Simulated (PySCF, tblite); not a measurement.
# C4HF2S2−: dynamics, then NMR shifts on frames, part 2 of 2

tblite 0.8.0 and PySCF 2.14.0. Atoms count from 0. The steps go on from the part before.

### 5 Shielding tensors: 625 fs, PBE0/pcSseg-1

Job settings and geometry (Å):

```
{"job": {"kind": "nmr", "xc": "PBE0", "basis": "pcSseg-1", "pop": false}, "charge": -1, "multiplicity": 1}
F     -2.688700    -1.030900    -0.203000
C     -1.320400    -0.671600    -0.125100
C     -0.842200     0.592000     0.220600
C      0.576500     0.560000     0.272200
F      1.159800     1.740300     0.559800
C      1.152100    -0.714400     0.182900
S      2.724900    -1.239800     0.345100
S     -0.122600    -1.905800    -0.221400
H     -1.581500     1.277800     0.425300
```

Level: GIAO PBE0/pcSseg-1 NMR shielding, non-relativistic, gas phase.

Standard output:

```text
coarse grid: 10384 points
cycle   1  E = -1148.2111166975  dE =  1.357e+00  |g| = 6.960e-01  |ddm| = 3.417e+00
cycle   2  E = -1147.8919589214  dE =  3.192e-01  |g| = 1.295e+00  |ddm| = 2.438e+00
cycle   3  E = -1148.3111767462  dE = -4.192e-01  |g| = 2.300e-01  |ddm| = 1.970e+00
cycle   4  E = -1148.3243098935  dE = -1.313e-02  |g| = 8.135e-02  |ddm| = 4.093e-01
cycle   5  E = -1148.3256237249  dE = -1.314e-03  |g| = 4.126e-02  |ddm| = 1.172e-01
cycle   6  E = -1148.3260203847  dE = -3.967e-04  |g| = 1.050e-02  |ddm| = 5.988e-02
cycle   7  E = -1148.3260475369  dE = -2.715e-05  |g| = 2.459e-03  |ddm| = 1.355e-02
cycle   8  E = -1148.3260489796  dE = -1.443e-06  |g| = 7.503e-04  |ddm| = 3.797e-03
final grid: 96904 points
cycle   9  E = -1148.3916831434  dE = -2.457e-05  |g| = 9.872e-03  |ddm| = 2.872e-02
cycle  10  E = -1148.3916375284  dE =  4.561e-05  |g| = 1.679e-02  |ddm| = 3.012e-02
cycle  11  E = -1148.3917054668  dE = -6.794e-05  |g| = 1.142e-03  |ddm| = 2.192e-02
cycle  12  E = -1148.3917057574  dE = -2.906e-07  |g| = 4.358e-04  |ddm| = 2.041e-03
cycle  13  E = -1148.3917058006  dE = -4.323e-08  |g| = 1.507e-04  |ddm| = 5.869e-04
cycle  14  E = -1148.3917058052  dE = -4.665e-09  |g| = 6.737e-05  |ddm| = 2.393e-04
cycle  15  E = -1148.3917058064  dE = -1.200e-09  |g| = 1.152e-05  |ddm| = 7.942e-05
cycle  16  E = -1148.3917058065  dE = -2.819e-11  |g| = 6.544e-06  |ddm| = 2.077e-05
converged SCF energy = -1148.3917058065

GIAO shielding tensors (ppm)
atom      isotropic    diamagn.    paramagn.     s11        s22        s33       span
  0 F      311.555     474.007    -162.452    235.608    334.387    364.671    129.063
  1 C       23.883     257.340    -233.457    -36.215     46.669     61.196     97.411
  2 C       75.236     254.925    -179.689     -2.015     86.730    140.992    143.007
  3 C       32.462     245.063    -212.601    -23.296     41.207     79.476    102.772
  4 F      346.812     473.977    -127.164    305.274    328.519    406.645    101.371
  5 C       24.722     260.044    -235.322    -49.503     44.053     79.616    129.119
  6 S      526.370    1055.358    -528.988    366.990    471.656    740.464    373.474
  7 S      291.634    1055.425    -763.791     73.701    358.544    442.656    368.955
  8 H       26.041      32.516      -6.476     23.681     25.026     29.415      5.734
```

It took 15 s on 1 thread of Arm Neoverse V1, shared host; peak memory 0.8 GiB.

This run: δ C1 163.0, C5 162.2, C3 154.5, C2 111.7, H8 5.68 ppm.

### 6 Shielding tensors: 800 fs, PBE0/pcSseg-1

Job settings and geometry (Å):

```
{"job": {"kind": "nmr", "xc": "PBE0", "basis": "pcSseg-1", "pop": false}, "charge": -1, "multiplicity": 1}
F     -2.666800    -0.302800    -0.447000
C     -1.351700    -0.213100     0.022500
C     -0.732700     0.884500     0.379300
C      0.627000     0.660800     0.639100
F      1.409500     1.699100     1.212400
C      1.101700    -0.585500     0.500900
S      2.672100    -1.354000     0.586800
S     -0.268900    -1.506200    -0.211200
H     -1.230400     1.823800     0.494500
```

With the program's defaults for keys left out, this is: GIAO PBE0/pcSseg-1 NMR shielding, non-relativistic, gas phase.

Standard output:

```text
coarse grid: 10384 points
cycle   1  E = -1148.2194186524  dE =  1.402e+00  |g| = 6.869e-01  |ddm| = 3.388e+00
cycle   2  E = -1147.9602820987  dE =  2.591e-01  |g| = 1.219e+00  |ddm| = 2.454e+00
cycle   3  E = -1148.3170261251  dE = -3.567e-01  |g| = 2.067e-01  |ddm| = 1.913e+00
cycle   4  E = -1148.3280830739  dE = -1.106e-02  |g| = 6.322e-02  |ddm| = 3.882e-01
cycle   5  E = -1148.3289746208  dE = -8.915e-04  |g| = 2.750e-02  |ddm| = 9.952e-02
cycle   6  E = -1148.3291431330  dE = -1.685e-04  |g| = 8.520e-03  |ddm| = 4.074e-02
cycle   7  E = -1148.3291598103  dE = -1.668e-05  |g| = 2.641e-03  |ddm| = 1.221e-02
cycle   8  E = -1148.3291614863  dE = -1.676e-06  |g| = 7.383e-04  |ddm| = 4.047e-03
final grid: 96904 points
cycle   9  E = -1148.3953950097  dE = -2.549e-05  |g| = 9.243e-03  |ddm| = 3.173e-02
cycle  10  E = -1148.3953579000  dE =  3.711e-05  |g| = 1.560e-02  |ddm| = 2.814e-02
cycle  11  E = -1148.3954141977  dE = -5.630e-05  |g| = 1.115e-03  |ddm| = 2.005e-02
cycle  12  E = -1148.3954144671  dE = -2.694e-07  |g| = 3.487e-04  |ddm| = 2.063e-03
cycle  13  E = -1148.3954144935  dE = -2.642e-08  |g| = 1.125e-04  |ddm| = 4.417e-04
cycle  14  E = -1148.3954144961  dE = -2.530e-09  |g| = 5.308e-05  |ddm| = 1.623e-04
cycle  15  E = -1148.3954144968  dE = -7.487e-10  |g| = 1.033e-05  |ddm| = 7.227e-05
converged SCF energy = -1148.3954144968

GIAO shielding tensors (ppm)
atom      isotropic    diamagn.    paramagn.     s11        s22        s33       span
  0 F      321.643     474.098    -152.454    230.591    358.389    375.950    145.359
  1 C       35.720     257.467    -221.747    -17.805     59.377     65.589     83.394
  2 C       88.810     255.755    -166.945     26.857     96.331    143.241    116.384
  3 C       31.307     246.632    -215.325    -33.967     58.254     69.633    103.600
  4 F      323.701     474.574    -150.873    256.061    337.976    377.065    121.004
  5 C       25.468     261.140    -235.672    -49.403     52.645     73.163    122.566
  6 S      502.910    1055.255    -552.345    292.148    567.957    648.625    356.477
  7 S      291.328    1055.880    -764.551    108.386    335.373    430.226    321.839
  8 H       26.393      30.914      -4.521     23.757     25.696     29.727      5.970
```

Wall time 14 s (1 thread of Arm Neoverse V1, shared host); peak memory 0.8 GiB.

This run: δ C5 161.5, C3 155.6, C1 151.2, C2 98.1, H8 5.32 ppm.

### 7 NMR shieldings: 1000 fs, PBE0/pcSseg-1

Job settings and geometry (Å):

```
{"job": {"kind": "nmr", "xc": "PBE0", "basis": "pcSseg-1", "pop": false}, "charge": -1, "multiplicity": 1}
F     -2.806400     0.081400    -0.153700
C     -1.509000     0.084900     0.182900
C     -0.757000     1.152800     0.481300
C      0.570700     0.853200     0.600500
F      1.376300     1.917600     0.942400
C      0.934000    -0.463000     0.323500
S      2.437300    -1.203300     0.320100
S     -0.620500    -1.323300    -0.209800
H     -1.075400     2.150700     0.611700
```

With the program's defaults for keys left out, this is: GIAO PBE0/pcSseg-1 NMR shielding, non-relativistic, gas phase.

Standard output:

```text
coarse grid: 10384 points
cycle   1  E = -1148.2237720229  dE =  1.489e+00  |g| = 6.715e-01  |ddm| = 3.416e+00
cycle   2  E = -1147.9728498237  dE =  2.509e-01  |g| = 1.161e+00  |ddm| = 2.301e+00
cycle   3  E = -1148.3153740776  dE = -3.425e-01  |g| = 2.332e-01  |ddm| = 1.852e+00
cycle   4  E = -1148.3300650395  dE = -1.469e-02  |g| = 6.835e-02  |ddm| = 4.204e-01
cycle   5  E = -1148.3309067473  dE = -8.417e-04  |g| = 3.928e-02  |ddm| = 1.102e-01
cycle   6  E = -1148.3312661422  dE = -3.594e-04  |g| = 1.019e-02  |ddm| = 5.458e-02
cycle   7  E = -1148.3312913838  dE = -2.524e-05  |g| = 2.609e-03  |ddm| = 1.378e-02
cycle   8  E = -1148.3312929649  dE = -1.581e-06  |g| = 8.157e-04  |ddm| = 3.909e-03
final grid: 96904 points
cycle   9  E = -1148.3965275815  dE = -2.531e-05  |g| = 8.812e-03  |ddm| = 3.148e-02
cycle  10  E = -1148.3964933443  dE =  3.424e-05  |g| = 1.470e-02  |ddm| = 2.660e-02
cycle  11  E = -1148.3965451124  dE = -5.177e-05  |g| = 1.055e-03  |ddm| = 1.921e-02
cycle  12  E = -1148.3965453831  dE = -2.706e-07  |g| = 3.254e-04  |ddm| = 2.075e-03
cycle  13  E = -1148.3965454078  dE = -2.471e-08  |g| = 1.124e-04  |ddm| = 4.777e-04
cycle  14  E = -1148.3965454101  dE = -2.328e-09  |g| = 5.856e-05  |ddm| = 1.825e-04
cycle  15  E = -1148.3965454110  dE = -9.345e-10  |g| = 8.986e-06  |ddm| = 7.310e-05
converged SCF energy = -1148.3965454110

GIAO shielding tensors (ppm)
atom      isotropic    diamagn.    paramagn.     s11        s22        s33       span
  0 F      336.505     473.471    -136.965    263.039    355.518    390.958    127.919
  1 C       44.089     256.126    -212.037     -6.817     66.524     72.560     79.377
  2 C       86.527     256.508    -169.980     29.347     87.486    142.748    113.401
  3 C       26.644     248.682    -222.037    -29.164     32.965     76.131    105.294
  4 F      339.657     475.198    -135.541    310.020    346.434    362.518     52.498
  5 C       13.132     259.227    -246.095    -52.907     40.842     51.462    104.369
  6 S      481.212    1055.817    -574.605    324.086    455.060    664.491    340.406
  7 S      265.253    1055.718    -790.465     -7.370    346.596    456.532    463.902
  8 H       26.624      31.719      -5.095     24.210     26.612     29.052      4.842
```

Run time: 14 s. Hardware: 1 thread of Arm Neoverse V1, shared host; peak memory 0.8 GiB.

Key values: δ C5 173.8, C3 160.3, C1 142.8, C2 100.4, H8 5.09 ppm.

### 8 Run by run: NMR shifts

Shifts (ppm) of some atoms, chosen among heavy atoms and hydrogens apart, with basis size and wall time:

| frame | C1 | H8 | F0 | F4 | S7 | S6 | functions | time |
| --- | --- | --- | --- | --- | --- | --- | --- | --- |
| 250 fs | 152.5 | 5.94 | -154.8 | -161.6 | 217 | -32 | 155 | 15 s |
| 425 fs | 143.4 | 5.84 | -161.7 | -169.9 | 203 | -13 | 155 | 14 s |
| 625 fs | 163.0 | 5.68 | -140.6 | -175.9 | 212 | -23 | 155 | 15 s |
| 800 fs | 151.2 | 5.32 | -150.7 | -152.8 | 212 | 1 | 155 | 14 s |
| 1000 fs | 142.8 | 5.09 | -165.6 | -168.7 | 238 | 23 | 155 | 14 s |

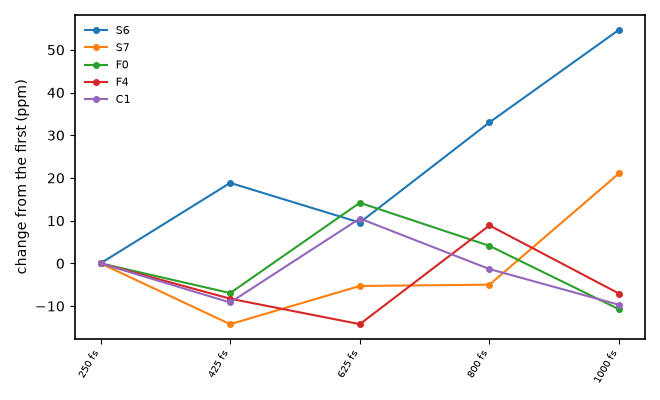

How five of the tabulated atoms move from run to run.

### 9 What came out

The summary covers parts 1 to 2.

```
                                        quantity                           value
                                      thermostat                           400 K
                   mean temperature, second half                           361 K
         mean potential energy above the minimum                         0.33 eV
  13C shifts against TMS (PBE0/pcSseg-1, 250 fs)  163.1, 155.1, 152.5, 114.2 ppm
   1H shifts against TMS (PBE0/pcSseg-1, 250 fs)                        5.94 ppm
19F shifts against CFCl3 (PBE0/pcSseg-1, 250 fs)              -154.8, -161.6 ppm
  33S shifts against CS2 (PBE0/pcSseg-1, 250 fs)                    217, -32 ppm
                        range of the shift of S6                   -32 to 23 ppm
```

In the second half the potential energy averages 0.33 eV above the minimum; equipartition over 21 harmonic modes at 400 K would give 0.36 eV. With 9 atoms the temperature swings widely (188 to 671 K). Shifts at one fixed geometry are not the observed spectrum, which averages over the motion. In the first frame run (250 fs): Shielding is most anisotropic at S6 (span 392 ppm, paramagnetic term -519 ppm). Across the 5 runs the shift of S6 moves most, between -32 (250 fs) and 23 ppm (1000 fs).
